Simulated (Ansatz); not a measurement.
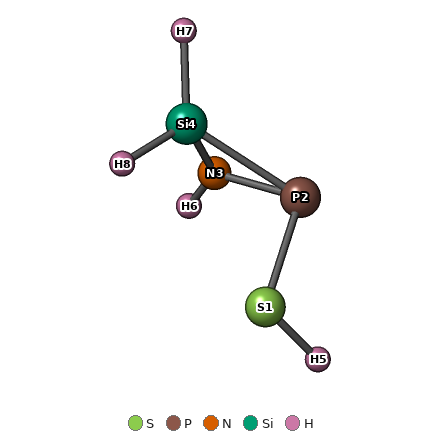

The system is H₄NPSSi (SMILES SP1N[SiH2]1) with the probe H2O; the picture shows it without the atoms that are moved over the map. The probe is moved over a plane parallel to the molecule's main plane, 2.67 Å above it. The first coordinate is: x of the probe's H atom; the second: y of the probe's H atom. Nothing is relaxed (molecule and probe rigid, the probe upright with H nearest the plane). The scan uses a 21 × 17 grid. All energies are given in meV relative to the lowest grid point. Theory: RKS SPW92 (LDA)/def2-SVPD (Ansatz 0.2.0).

Range: x of the probe's H atom from −4.30 to 4.30 Å; y of the probe's H atom from −3.44 to 3.44 Å.

> What will the energy surface look like?

The lowest grid point is at x of the probe's H atom = 0.43 Å, y of the probe's H atom = 1.72 Å. There are further wells near x of the probe's H atom = 0.00 Å, y of the probe's H atom = −0.43 Å (6 meV above the lowest at that grid point); x of the probe's H atom = 2.15 Å, y of the probe's H atom = −0.43 Å (17 meV above the lowest at that grid point). The highest grid point, x of the probe's H atom = 4.30 Å, y of the probe's H atom = 3.44 Å, lies 215 meV above the lowest. On the interpolated surface the easiest way out of the lowest well to the well at about x of the probe's H atom = −0.06 Å, y of the probe's H atom = −0.53 Å passes a barrier of about 34 meV. Near the minimum the curvatures are about 0.063 and 0.22 eV/Å² along the soft and the stiff direction.

| y of the probe's H atom ↓, x of the probe's H atom → | −3.87 | −3.01 | −2.15 | −1.29 | −0.43 | 0.43 | 1.29 | 2.15 | 3.01 | 3.87 |
| --- | --- | --- | --- | --- | --- | --- | --- | --- | --- | --- |
| 3.44 | 195 | 184 | 170 | 153 | 139 | 139 | 157 | 183 | 203 | 213 |
| 2.58 | 186 | 166 | 137 | 100 | 68 | 58 | 90 | 146 | 187 | 207 |
| 1.72 | 176 | 146 | 101 | 53 | 19 | 0 | 26 | 97 | 158 | 192 |
| 0.86 | 165 | 127 | 78 | 39 | 40 | 51 | 34 | 58 | 114 | 166 |
| 0.00 | 153 | 111 | 71 | 38 | 20 | 46 | 42 | 25 | 68 | 138 |
| −0.86 | 142 | 107 | 79 | 60 | 22 | 15 | 27 | 25 | 65 | 133 |
| −1.72 | 151 | 124 | 110 | 112 | 96 | 77 | 79 | 84 | 111 | 153 |
| −2.58 | 177 | 159 | 150 | 153 | 149 | 141 | 140 | 144 | 157 | 177 |
| −3.44 | 198 | 189 | 182 | 180 | 178 | 176 | 175 | 178 | 185 | 194 |

The table holds every second grid line.

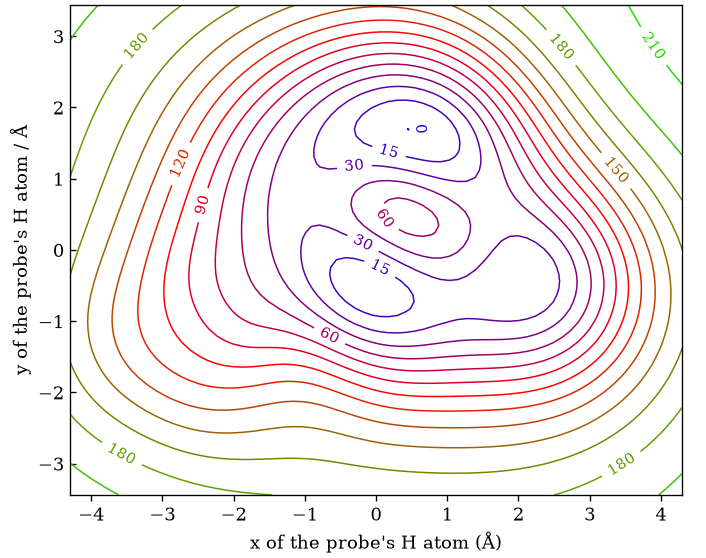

In the figure: contour lines labelled in meV. Between grid points the surface is interpolated.

Each point was launched as `ansatz run input.yaml --threads 1 --pin off --max-ram 2560MiB --backend cpu --events-out ev --progress --plain --runs-dir out`. The whole map (357 points run) took 29 min on 1 thread of Arm Neoverse V2, on a shared host.
